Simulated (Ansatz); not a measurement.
Relaxed AlN (zinc blende):

```
CELL_PARAMETERS angstrom
      0.00000     4.36982     4.36982
      2.18491     2.18491     4.36982
      2.18491     2.18491     0.00000
ATOMIC_POSITIONS crystal
  N  0.00000 0.75000 0.75000
  N  0.50000 0.75000 0.75000
  Al 0.00000 0.00000 0.00000
  Al 0.50000 0.00000 0.00000
```

The atoms are displaced by Q × the pattern below (from a DFPT mode at X = (0.5, 0.5, 0.0), largest move 1; Q in Å), at fixed cell. (q is in reciprocal vectors of the primitive cell; the cell shown is doubled to hold the pattern.)

| atom | x | y | z |
|---|---|---|---|
| Al3 | 0.000 | 0.000 | 1.000 |
| Al4 | 0.000 | 0.000 | -1.000 |

Atoms not listed stay in place.

Computed with r2SCAN (plane waves to 500 eV, PAW, scalar-relativistic; Ansatz, an electronic-structure program). k mesh 13×13×13 (Γ-centred), Fermi-Dirac smearing 0.05 eV. Energies are smeared free energies. As the smearing reaches across the gap at some points, energies and forces of such displacements shift with the k mesh and the smearing. AlN was relaxed with its symmetry unable to fall. ΔE is measured from the undisplaced structure.

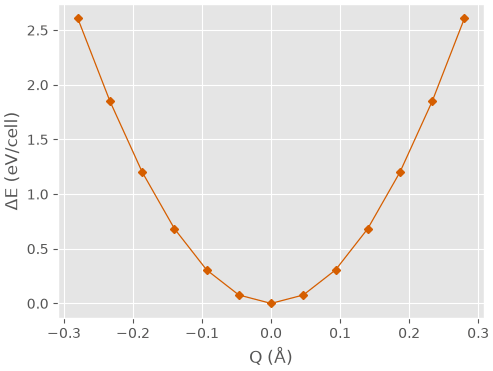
Figure: ΔE (eV/cell) against Q (Å); computed points joined by lines.

The energy at Q = 0.280 Å is 2607 meV/cell. Harmonic wavenumber from the curvature (finite differences): 597 cm⁻¹. Wavenumber by perturbation theory (DFPT, on another k mesh): 597 cm⁻¹. Shape of the curve: a single well with its minimum at or next to zero displacement. Symmetry of the curve: even: the same for both signs.

E″ = 70.77 eV/Å², M = Σ mᵢ|uᵢ|² = 54.0 u, ν̃ = 521.5·√(|E″|/M).

(For displaced atoms, the force is minus the slope of the energy, and its curvature is a force constant, which sets phonon frequencies.)
